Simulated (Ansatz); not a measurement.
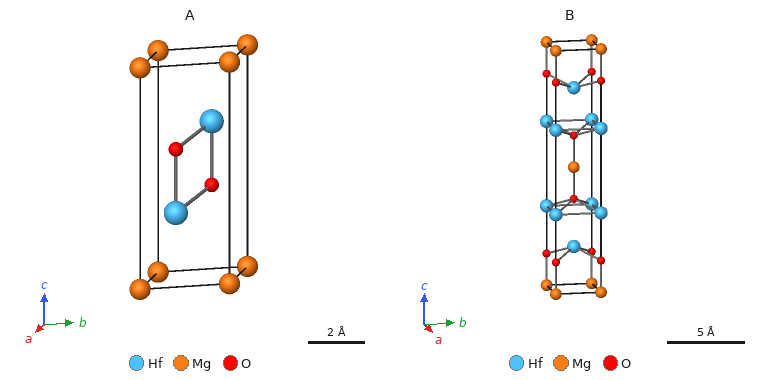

Two structures of Hf2MgO2, each relaxed to rest (conventional cells in solid outline, small ones repeated, not to one scale). Method: DFT PBE, scalar-relativistic, plane waves, PAW in Ansatz, without spin polarisation.

**Give the type and space group of each.**

A: CaAl₂Si₂ type, P-3m1. B: 10 atoms a cell on a body-centred tetragonal lattice, I4/mmm.

**Which is the more stable form at this level of theory?**

B is lower, by 51 meV/atom at this level of theory (energies at zero smearing). Volumes: A 16.6, B 14.9 Å³/atom.

One or both may be structure types tried for this composition rather than known phases.
